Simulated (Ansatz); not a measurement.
Ligand exchange: AlH(CH3)I + InH2(SH) → AlH(CH3)(SH) + InH2I

Species: AlH(CH3)I, singlet; InH2(SH), singlet; AlH(CH3)(SH), singlet; InH2I `[InH2][I]`, singlet. The partners trade I for SH: Al–I and In–SH bonds give way to Al–SH and In–I.

Shapes, held fixed at every level: PBE0-D4/def2-TZVP. Flexible molecules stand in one conformer, not always the lowest. Programs: Ansatz 0.2.0. Electronic energies: no zero-point or thermal term.

```
              level                    kind  ΔE (kJ/mol)  less CCSD(T)/def2-TZVPP  CPU time (sum over the molecules)
        HF/def2-SVP            Hartree–Fock        -24.2                    -10.3                                  –
      HF/def2-TZVPP            Hartree–Fock        -21.8                     -7.9                                  –
   SPW92/def2-TZVPP                     LDA        -14.2                     -0.3                                9 s
BHLYP-D4/def2-TZVPP           global hybrid        -19.4                     -5.5                               20 s
 wB97M-V/def2-TZVPP  range-separated hybrid        -16.2                     -2.3                               66 s
  B2PLYP/def2-TZVPP           double hybrid        -16.8                     -2.9                               34 s
 CCSD(T)/def2-TZVPP   coupled cluster or CI        -13.9                      0.0                            3.3 min
```

The highest level, CCSD(T)/def2-TZVPP, gives ΔE = -13.9 kJ/mol; the levels span -24.2 to -13.9. The column of differences is taken from that level and isn't an error. No measured value is set beside it here. For atoms past krypton def2 sets carry core potentials with scalar relativity. Correlated rows may include outer-core shells of I, In, which these sets cover unevenly. Times are processor times on shared x86 and Arm servers, and rough.

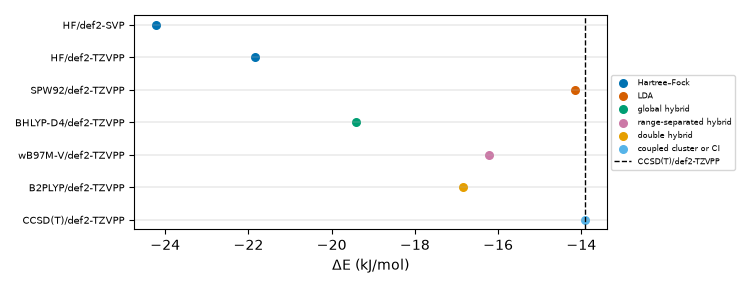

The values of the table, level by level.
